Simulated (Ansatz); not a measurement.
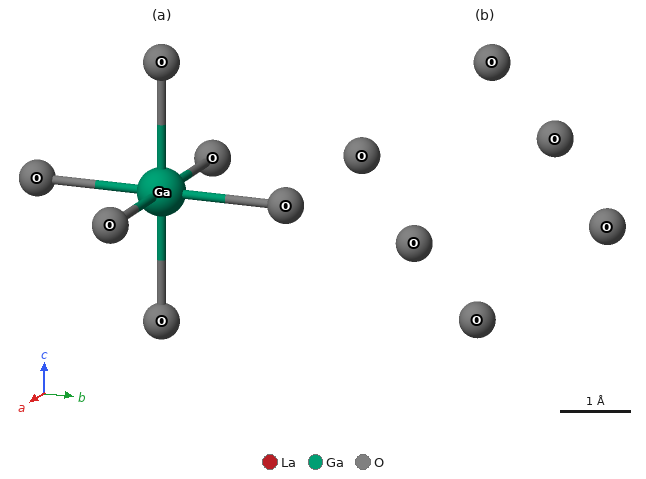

Left: perfect LaGaO$_{3}$. Right: the same region with one point defect, after relaxing the atoms in a supercell of 40 sites. The picture is a ball-and-stick view of the atoms within 3.3 Å of one point, seen slightly off an axis.

Method: DFT, PBEsol, PAW, plane waves (Ansatz). Set-up: plane-wave cutoff 420 eV; k-point mesh 1 × 1 × 1; mesh shifted by (0.25, 0.25, 0.25); collinear spin. Fermi-Dirac smearing of 0.01 eV. A uniform background neutralises the charged cell. The axes drawn are those of the host's conventional cell.

Q: Which defect is it?

A: A gallium atom is taken out (a vacancy).

The charge state of the cell is −1.

Q: How does the lattice respond?

A: Around the empty Ga site the host had 6 O at 1.93 Å; after relaxation the nearest atoms are 6 O at 2.03 to 2.07 Å. Of the host's atoms, an oxygen atom moves furthest from its site, by 0.48 Å. The cell's net moment is 2.00 μB.

Limits of the set-up: the periodic images lie only 7.7 Å apart, so the values are limited by the cell's size; the cell is charged, on a uniform background, and energies carry no finite-size correction.
